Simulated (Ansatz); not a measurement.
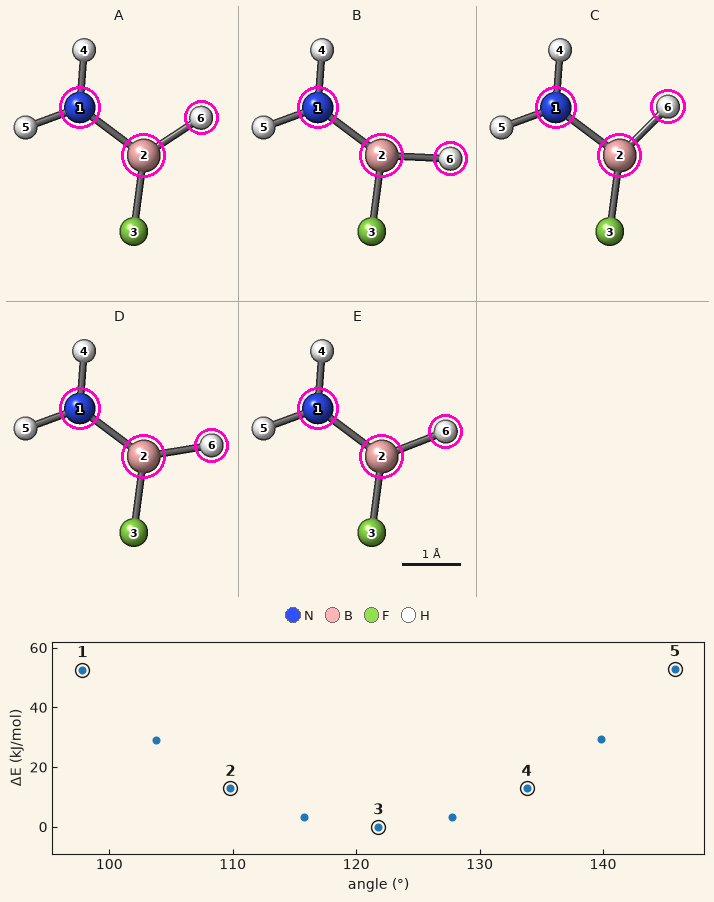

A scan of BNH₃F: the H6–B2–N1 angle is varied, with the rest of the molecule carried along rigidly. The frames are shuffled; the numbered points of the plot belong to them. Style: ball-and-stick. Shown onto the plane of the angle. The ringed atoms are those of the scanned coordinate.

Single-point energies from Ansatz with B3LYP-D4 in the def2-TZVPP basis, on geometries moved rigidly from the minimum at PBE0-D4/def2-TZVP. Energies are counted from the PBE0-D4/def2-TZVP minimum geometry at the same level.

Q: Which frame belongs to which numbered point?

A: Point 1 is frame C (the angle 97.8°, 52.7 kJ/mol); 2 is frame A (the angle 109.8°, 12.9 kJ/mol); 3 is frame E (the angle 121.8°, 0.0 kJ/mol); 4 is frame D (the angle 133.8°, 12.9 kJ/mol); 5 is frame B (the angle 145.8°, 53.0 kJ/mol). The lowest computed point lies at the angle 121.8° (0.0 kJ/mol). The end points stand at 52.7 kJ/mol (97.8°) and 53.0 kJ/mol (145.8°). The curvature at the lowest point is about 6.1 eV/rad².
